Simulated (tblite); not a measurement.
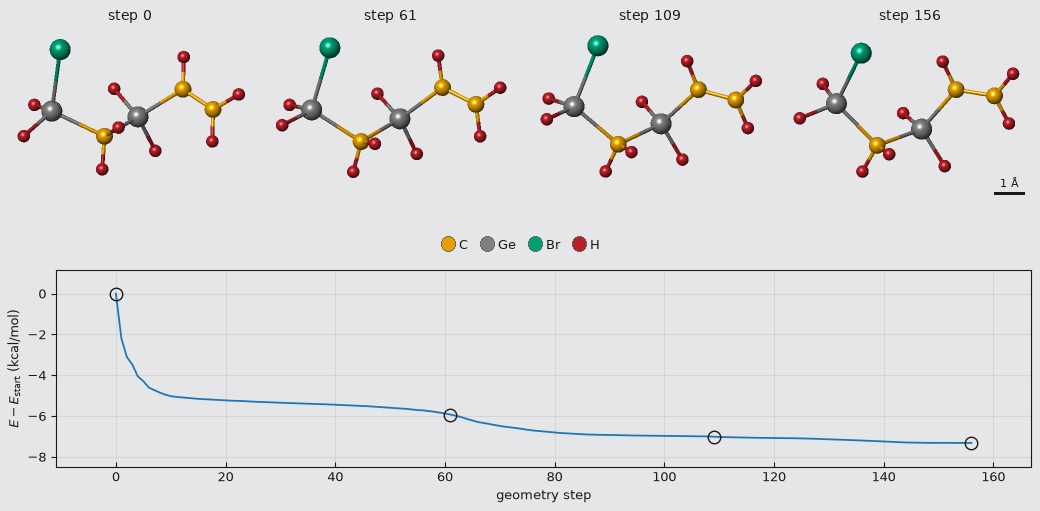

Frames of a relaxation of C₃H₉BrGe₂, marked on the history of the run. The picture is a ball-and-stick view, seen at a tilt.

Level of theory: GFN2-xTB geometry optimisation, gas phase (tblite). 

What happens along the run?

Answer. An H atom moves most after the best rigid fit: 0.98 Å. Largest moves by element: H 0.98 Å, Br 0.78 Å, C 0.49 Å, Ge 0.43 Å. Among the contacts that change: C–Ge 1.919 → 1.987 Å, Br–Ge 2.325 → 2.272 Å, Ge–H 1.555 → 1.509 Å, C–Ge 1.913 → 1.947 Å. Bond angles that change, for instance: C–Ge–H 113.0° → 107.9°, Ge–C–H 104.5° → 109.4°, C–Ge–H 106.1° → 111.0°. Groups turn about C–Ge by about 45°, C–Ge by about 45°. The energy falls by 7.32 kcal/mol in 156 geometry steps. The run took 1.1 s on 1 thread of Arm Neoverse V2 (shared host). From step 0 to 61: an H atom moves most (0.56 Å), energy −5.92 kcal/mol. From step 61 to 109: an H atom moves most (0.56 Å), energy −1.09 kcal/mol. From step 109 to 156: the Br atom moves most (0.75 Å), energy −0.31 kcal/mol.

```csv
step,"E − E(0), kcal/mol"
0,0.00
1,-2.20
2,-3.10
3,-3.48
4,-4.06
5,-4.29
6,-4.60
7,-4.73
8,-4.85
9,-4.95
10,-5.02
18,-5.20
25,-5.29
33,-5.37
41,-5.46
48,-5.56
56,-5.72
64,-6.14
71,-6.52
79,-6.78
87,-6.91
95,-6.95
102,-6.97
110,-7.02
118,-7.07
125,-7.09
133,-7.16
141,-7.26
148,-7.31
156,-7.32
```
